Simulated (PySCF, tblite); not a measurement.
# C₄H₁₁ClO₂Si₂: geometry, infrared bands and NMR shifts

Wanted: the infrared bands and NMR shifts of C₄H₁₁ClO₂Si₂ (`[SiH3]C[C@@H]1COC[Si@H](Cl)O1`), by calculation.

Computed with tblite 0.8.0 and PySCF 2.14.0, with density-fitted response routines of our own, on a single molecule in the gas phase. Atoms are numbered from 0 throughout.

### 1 The molecule as given

20 atoms, charge 0, multiplicity 1; geometry from: force field or distance geometry start.

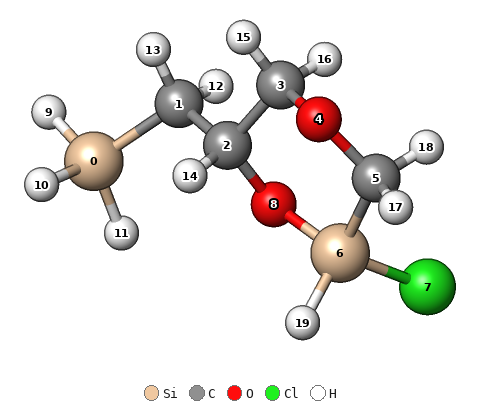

The starting geometry (silicon light orange, carbon grey, oxygen red, chlorine green, hydrogen white), atoms numbered.

### 2 Relaxing the molecule with GFN2-xTB

Job settings and geometry (Å):

```
{"job": {"kind": "relax", "xc": "GFN2-xTB", "basis": "xTB"}, "charge": 0, "multiplicity": 1}
Si     3.037900     0.667900     0.285500
C      1.681600    -0.522500    -0.241500
C      0.292000    -0.220100     0.314300
C     -0.636500    -1.458500     0.132600
O     -1.902200    -1.297600     0.822700
C     -2.702700    -0.249000     0.207300
Si    -1.799200     1.379400    -0.110700
Cl    -2.483700     2.287000    -1.797100
O     -0.206000     0.928900    -0.413600
H      4.335100     0.202600    -0.230300
H      3.102000     0.709900     1.767600
H      2.765900     2.036100    -0.223300
H      1.655600    -0.553800    -1.317700
H      2.005000    -1.520100     0.109700
H      0.329300     0.052600     1.380400
H     -0.164000    -2.341100     0.607000
H     -0.822200    -1.682800    -0.913600
H     -3.558400    -0.082300     0.865300
H     -3.086700    -0.642300    -0.728900
H     -1.848000     2.316500     1.047400
```

Command:

```console
$ OMP_NUM_THREADS=1 python probes_run.py task.json out
```

One launch serves the whole session: the jobs run in the order shown.

Log:

```text
step      E/eV     max force
  0    -827.16227    1.624
  1    -827.30502    0.714
  2    -827.35034    0.385
  3    -827.37300    0.357
  4    -827.39429    0.290
  5    -827.40335    0.229
  6    -827.41149    0.176
  7    -827.41569    0.148
  8    -827.41914    0.127
  9    -827.42173    0.126
 10    -827.42458    0.125
 11    -827.42769    0.136
 12    -827.43072    0.155
 13    -827.43300    0.116
 14    -827.43466    0.094
 15    -827.43624    0.098
 16    -827.43808    0.109
 17    -827.43987    0.111
 18    -827.44131    0.084
 19    -827.44260    0.082
 20    -827.44403    0.100
 21    -827.44557    0.098
 22    -827.44703    0.075
 23    -827.44831    0.081
 24    -827.44949    0.074
 25    -827.45064    0.091
 26    -827.45170    0.081
 27    -827.45268    0.069
 28    -827.45376    0.084
 29    -827.45499    0.101
 30    -827.45614    0.080
 31    -827.45711    0.074
 32    -827.45813    0.076
 33    -827.45964    0.136
 34    -827.46177    0.165
 35    -827.46383    0.118
 36    -827.46506    0.063
 37    -827.46572    0.049
 38    -827.46630    0.081
 39    -827.46707    0.088
 40    -827.46794    0.070
 41    -827.46876    0.056
 42    -827.46952    0.064
 43    -827.47035    0.096
 44    -827.47133    0.093
 45    -827.47233    0.074
 46    -827.47324    0.072
 47    -827.47401    0.064
 48    -827.47466    0.063
 49    -827.47523    0.066
 50    -827.47578    0.074
 51    -827.47635    0.068
 52    -827.47698    0.069
 53    -827.47761    0.063
 54    -827.47819    0.060
 55    -827.47872    0.065
 56    -827.47927    0.072
 57    -827.47995    0.076
 58    -827.48074    0.076
 59    -827.48150    0.067
 60    -827.48219    0.071
 61    -827.48288    0.100
 62    -827.48364    0.094
 63    -827.48455    0.055
 64    -827.48525    0.051
 65    -827.48585    0.055
 66    -827.48644    0.057
 67    -827.48700    0.054
 68    -827.48740    0.046
 69    -827.48768    0.032
 70    -827.48791    0.035
 71    -827.48816    0.031
 72    -827.48844    0.033
 73    -827.48871    0.035
 74    -827.48895    0.036
 75    -827.48919    0.033
 76    -827.48942    0.042
 77    -827.48963    0.039
 78    -827.48981    0.035
 79    -827.48999    0.032
 80    -827.49020    0.031
 81    -827.49043    0.030
 82    -827.49060    0.028
 83    -827.49070    0.027
 84    -827.49080    0.022
 85    -827.49095    0.025
 86    -827.49117    0.032
 87    -827.49146    0.035
 88    -827.49175    0.039
 89    -827.49202    0.037
 90    -827.49233    0.043
 91    -827.49272    0.047
 92    -827.49318    0.041
 93    -827.49363    0.050
 94    -827.49405    0.055
 95    -827.49443    0.048
 96    -827.49478    0.038
 97    -827.49506    0.033
 98    -827.49524    0.031
 99    -827.49539    0.032
100    -827.49560    0.033
101    -827.49590    0.036
102    -827.49623    0.041
103    -827.49650    0.037
104    -827.49674    0.038
105    -827.49702    0.038
106    -827.49742    0.040
107    -827.49791    0.049
108    -827.49826    0.062
109    -827.49868    0.036
110    -827.49896    0.038
111    -827.49935    0.049
112    -827.50008    0.081
113    -827.50093    0.102
114    -827.50165    0.080
115    -827.50218    0.069
116    -827.50241    0.050
117    -827.50278    0.052
118    -827.50325    0.061
119    -827.50383    0.055
120    -827.50461    0.046
121    -827.50517    0.050
122    -827.50552    0.045
123    -827.50576    0.040
124    -827.50600    0.033
125    -827.50623    0.031
126    -827.50636    0.035
127    -827.50649    0.020
128    -827.50657    0.015
129    -827.50663    0.016
130    -827.50673    0.019
131    -827.50684    0.025
132    -827.50699    0.029
133    -827.50716    0.028
134    -827.50735    0.028
135    -827.50755    0.031
136    -827.50776    0.031
137    -827.50797    0.028
138    -827.50814    0.026
139    -827.50828    0.025
140    -827.50843    0.029
141    -827.50861    0.028
142    -827.50880    0.031
143    -827.50899    0.038
144    -827.50916    0.040
145    -827.50931    0.034
146    -827.50943    0.026
147    -827.50954    0.024
148    -827.50963    0.023
149    -827.50970    0.015
150    -827.50975    0.013
151    -827.50979    0.012
152    -827.50983    0.014
153    -827.50986    0.013
154    -827.50989    0.013
155    -827.50994    0.015
156    -827.51000    0.017
157    -827.51007    0.019
158    -827.51012    0.017
159    -827.51016    0.014
160    -827.51019    0.010
161    -827.51021    0.011
162    -827.51024    0.012
163    -827.51026    0.009
```

It took 1.6 s on 1 thread of Intel Xeon 6975P-C, shared host; peak memory 0.18 GiB.

Along the way: (not every step is listed)

| step | energy from step 0 (eV) | largest force (eV/Å) |
| --- | --- | --- |
| 0 | 0.0000 | 1.6236 |
| 1 | -0.1427 | 0.7141 |
| 2 | -0.1881 | 0.3854 |
| 3 | -0.2107 | 0.3574 |
| 4 | -0.2320 | 0.2905 |
| 5 | -0.2411 | 0.2294 |
| 6 | -0.2492 | 0.1755 |
| 7 | -0.2534 | 0.1479 |
| 8 | -0.2569 | 0.1268 |
| 23 | -0.2860 | 0.0813 |
| 38 | -0.3040 | 0.0810 |
| 53 | -0.3153 | 0.0633 |
| 68 | -0.3251 | 0.0456 |
| 83 | -0.3284 | 0.0269 |
| 98 | -0.3330 | 0.0312 |
| 113 | -0.3387 | 0.1017 |
| 128 | -0.3443 | 0.0152 |
| 143 | -0.3467 | 0.0379 |
| 158 | -0.3478 | 0.0174 |
| 159 | -0.3479 | 0.0137 |
| 160 | -0.3479 | 0.0105 |
| 161 | -0.3479 | 0.0112 |
| 162 | -0.3480 | 0.0119 |
| 163 | -0.3480 | 0.0094 |

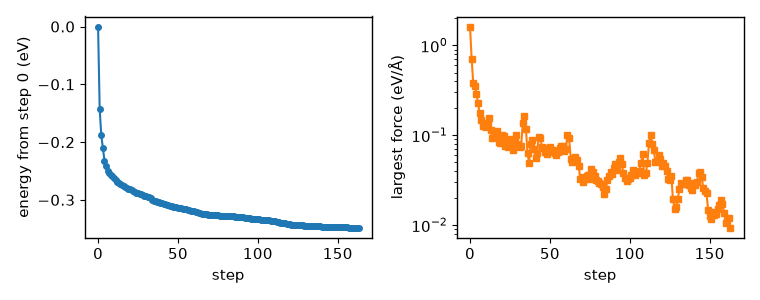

Energy and force, step by step.

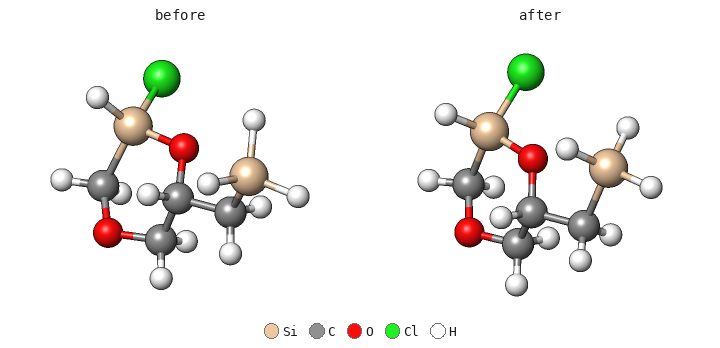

Before and after, at one scale.

Close pairs (by a distance rule), those that changed most:

| bond | before (Å) | after (Å) | change (Å) |
| --- | --- | --- | --- |
| Si6–O8 | 1.683 | 1.621 | -0.062 |
| C3–O4 | 1.451 | 1.403 | -0.047 |
| Si6–Cl7 | 2.034 | 1.998 | -0.036 |
| Si6–H19 | 1.491 | 1.460 | -0.031 |
| Si0–C1 | 1.880 | 1.910 | +0.030 |
| C2–O8 | 1.448 | 1.419 | -0.029 |
| C2–C3 | 1.558 | 1.529 | -0.029 |
| O4–C5 | 1.456 | 1.427 | -0.028 |

The next job starts from the end point, and lists it.

### 3 Harmonic vibrations with GFN2-xTB

Job settings and geometry (Å):

```
{"job": {"kind": "ir", "xc": "GFN2-xTB", "basis": "xTB"}, "charge": 0, "multiplicity": 1}
Si     2.715378     0.878526    -0.070195
C      1.723549    -0.752655    -0.017987
C      0.344243    -0.457176     0.536246
C     -0.704749    -1.485858     0.111440
O     -1.980134    -1.234495     0.640423
C     -2.648186    -0.146145     0.002548
Si    -1.543132     1.401289     0.188736
Cl    -1.703729     2.710915    -1.311890
O     -0.027740     0.834737     0.081304
H      4.120894     0.499363    -0.259496
H      2.570049     1.569877     1.210655
H      2.288383     1.714841    -1.186623
H      1.631140    -1.157244    -1.026634
H      2.209660    -1.513254     0.589988
H      0.372836    -0.421801     1.632994
H     -0.412675    -2.470996     0.483043
H     -0.746839    -1.511917    -0.988378
H     -3.609775    -0.071847     0.508742
H     -2.844958    -0.412175    -1.047084
H     -1.759363     2.036696     1.485194
```

Log:

```text
mode    cm-1     km/mol
  1      39.3      1.37
  2      67.5      2.26
  3      92.0      2.59
  4     105.7      2.59
  5     153.4      0.23
  6     177.1      0.83
  7     218.4     14.68
  8     282.7     12.71
  9     296.0     12.85
 10     318.6      0.59
 11     404.2      3.72
 12     460.3      1.73
 13     501.3      9.76
 14     527.1     42.99
 15     541.3     42.50
 16     593.7     43.67
 17     653.6    153.28
 18     685.2    232.40
 19     722.5     24.59
 20     741.5     75.56
 21     759.9     64.39
 22     765.4    177.72
 23     792.2    319.35
 24     798.3     52.11
 25     805.7    261.54
 26     844.2     65.88
 27     931.3     30.15
 28     984.2     78.56
 29    1007.8     48.39
 30    1066.0     26.43
 31    1108.5    125.73
 32    1118.0    104.03
 33    1154.9     21.95
 34    1195.9     27.28
 35    1218.2     12.71
 36    1268.8     16.05
 37    1279.8      2.25
 38    1294.3     21.11
 39    1326.6     13.68
 40    1348.0      2.54
 41    1448.4      0.88
 42    1452.5      5.80
 43    1479.2      1.11
 44    2231.5    415.37
 45    2269.3    142.82
 46    2278.3    296.45
 47    2306.2    256.28
 48    2848.6     35.98
 49    2868.0     36.30
 50    2901.7     66.55
 51    2979.6     30.80
 52    2981.4     41.43
 53    2998.4     16.00
 54    3007.6     39.25
```

It took 1.5 s on 1 thread of Intel Xeon 6975P-C, shared host; peak memory 0.18 GiB.

The strongest bands and the atoms that carry them (share of the mass-weighted mode):

| cm⁻¹ | km/mol | atoms |
| --- | --- | --- |
| 654 | 153.3 | H19 74 % |
| 685 | 232.4 | H19 79 %, Si6 15 % |
| 765 | 177.7 | H10 41 %, H11 26 % |
| 792 | 319.4 | H9 39 %, H10 28 %, Si0 11 % |
| 806 | 261.5 | H9 42 %, H11 42 % |
| 2232 | 415.4 | H9 96 % |
| 2278 | 296.4 | H19 92 % |
| 2306 | 256.3 | H11 96 % |

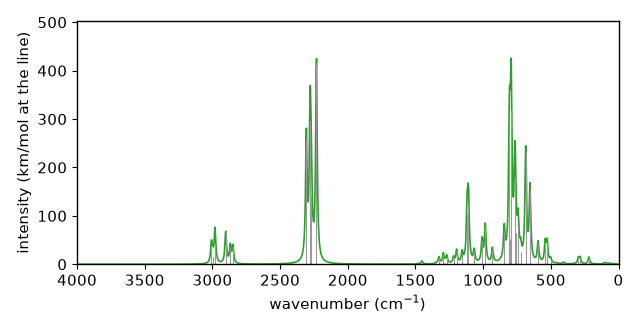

The infrared spectrum from these modes, unscaled. Lines are broadened to a width of 14 cm⁻¹ (Lorentzian).

### 4 NMR shieldings: PBE0/pcSseg-1

The job, as its differences from that of step 3:

```diff
@@ -1,2 +1,2 @@
-{"job": {"kind": "ir", "xc": "GFN2-xTB", "basis": "xTB"}, "charge": 0, "multiplicity": 1}
+{"job": {"kind": "nmr", "xc": "PBE0", "basis": "pcSseg-1"}, "charge": 0, "multiplicity": 1}
 Si     2.715378     0.878526    -0.070195
```

Method: GIAO PBE0/pcSseg-1 NMR shielding, non-relativistic, gas phase.

Log:

```text
coarse grid: 18208 points
cycle   1  E = -1347.7208318720  dE =  1.183e+00  |g| = 8.353e-01  |ddm| = 4.052e+00
cycle   2  E = -1347.5475212105  dE =  1.733e-01  |g| = 1.283e+00  |ddm| = 1.819e+00
cycle   3  E = -1347.8480439639  dE = -3.005e-01  |g| = 1.214e-01  |ddm| = 1.247e+00
cycle   4  E = -1347.8505626006  dE = -2.519e-03  |g| = 4.720e-02  |ddm| = 1.384e-01
cycle   5  E = -1347.8510533620  dE = -4.908e-04  |g| = 1.060e-02  |ddm| = 5.014e-02
cycle   6  E = -1347.8510727442  dE = -1.938e-05  |g| = 4.586e-03  |ddm| = 1.137e-02
cycle   7  E = -1347.8510761504  dE = -3.406e-06  |g| = 9.273e-04  |ddm| = 3.677e-03
final grid: 161944 points
cycle   8  E = -1347.9243288754  dE = -2.995e-05  |g| = 1.435e-02  |ddm| = 2.793e-02
cycle   9  E = -1347.9242794680  dE =  4.941e-05  |g| = 2.192e-02  |ddm| = 2.352e-02
cycle  10  E = -1347.9243660409  dE = -8.657e-05  |g| = 1.396e-03  |ddm| = 1.515e-02
cycle  11  E = -1347.9243664339  dE = -3.930e-07  |g| = 3.163e-04  |ddm| = 1.673e-03
cycle  12  E = -1347.9243664563  dE = -2.246e-08  |g| = 6.308e-05  |ddm| = 3.765e-04
cycle  13  E = -1347.9243664571  dE = -7.440e-10  |g| = 2.749e-05  |ddm| = 8.768e-05
converged SCF energy = -1347.9243664571

GIAO shielding tensors (ppm)
atom      isotropic    diamagn.    paramagn.     s11        s22        s33       span
  0 Si     425.633     878.658    -453.026    401.007    417.657    458.234     57.228
  1 C      170.219     253.136     -82.917    146.990    166.919    196.747     49.757
  2 C      110.178     246.784    -136.606     89.075    109.898    131.561     42.485
  3 C      106.859     248.802    -141.943     78.870     96.972    144.734     65.864
  4 O      310.278     394.877     -84.599    255.902    302.490    372.441    116.539
  5 C      120.677     252.821    -132.145     94.102     99.921    168.008     73.906
  6 Si     366.678     880.411    -513.733    336.418    377.669    385.946     49.528
  7 Cl     923.692    1148.991    -225.299    810.694    949.473   1010.908    200.214
  8 O      261.467     402.158    -140.691    226.182    263.679    294.539     68.357
  9 H       27.946      27.902       0.044     24.455     25.344     34.039      9.584
 10 H       27.864      28.798      -0.933     24.270     26.668     32.655      8.386
 11 H       27.630      29.068      -1.438     23.317     27.625     31.950      8.634
 12 H       30.776      32.323      -1.547     26.807     30.280     35.241      8.434
 13 H       30.907      30.746       0.162     25.734     28.650     38.337     12.603
 14 H       27.485      32.853      -5.368     23.979     26.603     31.872      7.893
 15 H       27.837      30.995      -3.158     22.752     28.862     31.897      9.145
 16 H       28.587      32.903      -4.316     24.361     29.517     31.884      7.524
 17 H       27.898      28.574      -0.676     23.957     26.884     32.855      8.898
 18 H       28.230      30.425      -2.195     23.450     28.383     32.857      9.406
 19 H       26.296      28.969      -2.672     22.801     23.752     32.336      9.536
```

It took 44 s on 1 thread of Intel Xeon 6975P-C, shared host; peak memory 1.1 GiB.

The references, computed at this level on geometries of the same kind, shield at (ppm): 1H TMS 31.72, 13C TMS 186.9, 29Si TMS 349.2, 17O H2O 336.1, 35Cl HCl 950. Their shielding less the atom's gives the shift. The references are single molecules in the gas phase, so shifts against H2O, NH3, PH3, H3PO4 or CFCl3 are not on the usual liquid scales and can be off by tens of ppm. Atoms listed in one row are averaged.

| atoms | environment | σ (ppm) | δ (ppm) | δ scaled to CDCl3 |
| --- | --- | --- | --- | --- |
| C3 | sp3 CH2 bonded to O | 106.9 | 80.1 | 76.2 |
| C2 | sp3 CH bonded to O | 110.2 | 76.7 | 73.0 |
| C5 | sp3 CH2 bonded to O and Si | 120.7 | 66.2 | 62.7 |
| C1 | sp3 CH2 bonded to Si | 170.2 | 16.7 | 14.4 |
| H19 | hydrogen on a silicon bonded to C, Cl, O, in a 6-membered ring | 26.30 | 5.42 | – |
| H14 | hydrogen on an sp3 CH bonded to O | 27.48 | 4.23 | 4.10 |
| H9, H10, H11 | hydrogen on a silicon bonded to C | 27.81 | 3.90 | – |
| H15 | hydrogen on an sp3 CH2 bonded to O | 27.84 | 3.88 | 3.76 |
| H17 | hydrogen on an sp3 CH2 bonded to O and Si | 27.90 | 3.82 | 3.71 |
| H18 | hydrogen on an sp3 CH2 bonded to O and Si | 28.23 | 3.49 | 3.39 |
| H16 | hydrogen on an sp3 CH2 bonded to O | 28.59 | 3.13 | 3.06 |
| H12 | hydrogen on an sp3 CH2 bonded to Si | 30.78 | 0.94 | 0.99 |
| H13 | hydrogen on an sp3 CH2 bonded to Si | 30.91 | 0.81 | 0.87 |
| Si6 | silicon bonded to C, Cl, O, H, in a 6-membered ring | 366.7 | -17.5 | – |
| Si0 | silicon bonded to C, 3 H | 425.6 | -76.5 | – |
| O8 | oxygen bonded to C, Si, in a 6-membered ring | 261.5 | 74.6 | – |
| O4 | ether oxygen | 310.3 | 25.8 | – |
| Cl7 | chlorine bonded to Si | 924 | 26 | – |

The scaled column applies a straight-line fit of computed shieldings to shifts measured in CDCl3, with any fitted terms for Cl, Br or S neighbours (root-mean-square error 0.16 ppm for H, 1.9 ppm for C).

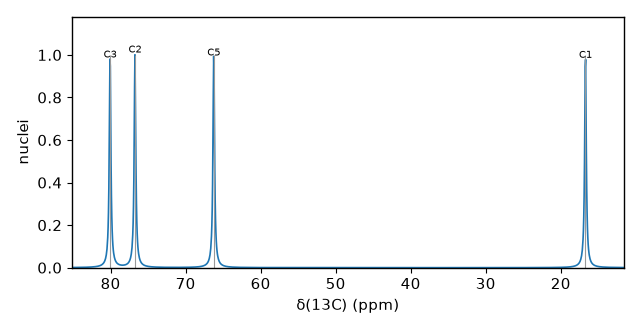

13C lines at the computed shifts, without couplings. Lines are broadened to a width of 0.25 ppm (Lorentzian).

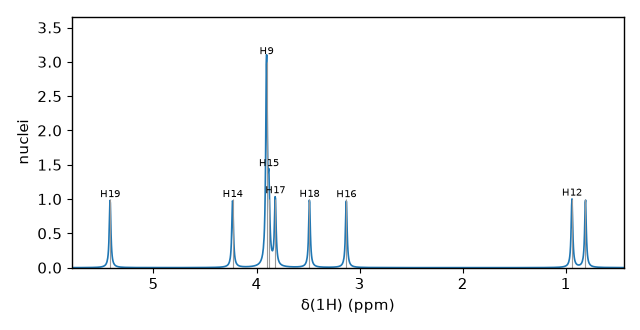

1H lines at the computed shifts, without couplings. Lines are broadened to a width of 0.02 ppm (Lorentzian).

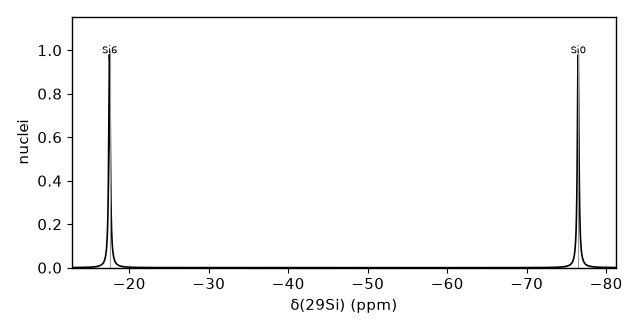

29Si lines at the computed shifts, without couplings. Lines are broadened to a width of 0.24 ppm (Lorentzian).

The run also stored atomic charges by several schemes (e):

| atoms | Mulliken | IAO | Hirshfeld | ESP fit |
| --- | --- | --- | --- | --- |
| Si0 | 0.54 | 0.61 | 0.30 | 0.48 |
| C1 | -0.49 | -0.55 | -0.16 | -0.49 |
| C2 | 0.01 | 0.08 | 0.04 | 0.28 |
| C3 | 0.12 | -0.07 | -0.01 | -0.13 |
| O4 | -0.51 | -0.39 | -0.15 | -0.33 |
| C5 | -0.25 | -0.37 | -0.10 | -0.10 |
| Si6 | 0.97 | 1.14 | 0.41 | 0.34 |
| Cl7 | -0.30 | -0.30 | -0.11 | -0.15 |
| O8 | -0.65 | -0.66 | -0.21 | -0.28 |

Hirshfeld charges:

Si0 0.30; C1 -0.16; C2 0.04; C3 -0.01; O4 -0.15; C5 -0.10; Si6 0.41; Cl7 -0.11; O8 -0.21; H9 -0.09; H10 -0.08; H11 -0.08; H12 0.04; H13 0.05; H14 0.04; H15 0.05; H16 0.04; H17 0.05; H18 0.04; H19 -0.08

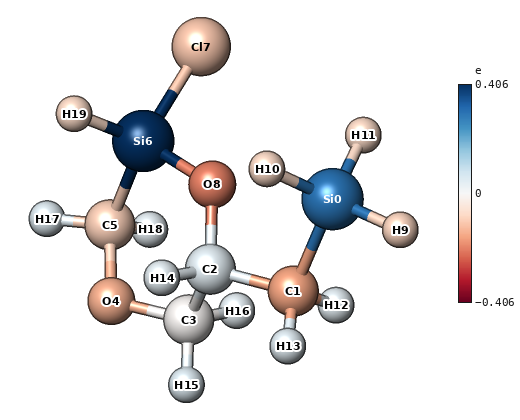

Hirshfeld charges, as colours on the atoms.

Mayer bond orders: Si0–C1 0.88, C1–C2 1.01, C2–C3 1.02, C3–O4 0.93, O4–C5 0.89, C5–Si6 0.89, Si6–Cl7 1.02, Si6–O8 0.97, O8–C2 0.82.

Ring of atoms C2, C3, O4, C5, Si6, O8: NICS(0) -1.3, NICS(1) -1.2, NICS(1)zz 3.9 ppm (means of both faces).

### 5 Summary of results

| quantity | value |
| --- | --- |
| strongest single infrared mode (GFN2-xTB) | 2232 cm⁻¹, 415 km/mol |
| zero-point energy (GFN2-xTB) | 89.6 kcal/mol |
| 13C shifts against TMS (PBE0/pcSseg-1) | 80.1, 76.7, 66.2, 16.7 ppm |
| 1H shifts against TMS (PBE0/pcSseg-1, means over atoms taken as alike) | 5.42, 4.23, 3.90, 3.88, 3.82, 3.49, 3.13, 0.94, 0.81 ppm |
| 29Si shifts against TMS (PBE0/pcSseg-1) | -17.5, -76.5 ppm |
| 17O shifts against H2O (PBE0/pcSseg-1) | 74.6, 25.8 ppm |
| 35Cl shifts against HCl (PBE0/pcSseg-1) | 26 ppm |

In words: The optimisation took 163 steps and gained 0.348 eV; among the close pairs (by a distance rule), Si6–O8 changed most, from 1.683 to 1.621 Å. All 54 modes are real, so the xTB geometry is a minimum. The strongest single mode, at 2232 cm⁻¹, moves mainly H9. GFN2-xTB is a fitted tight-binding method: band positions and strengths are rough. Its intensities can rank the bands wrongly. At PBE0/pcSseg-1: Shielding is most anisotropic at Cl7 (span 200 ppm, paramagnetic term -225 ppm).
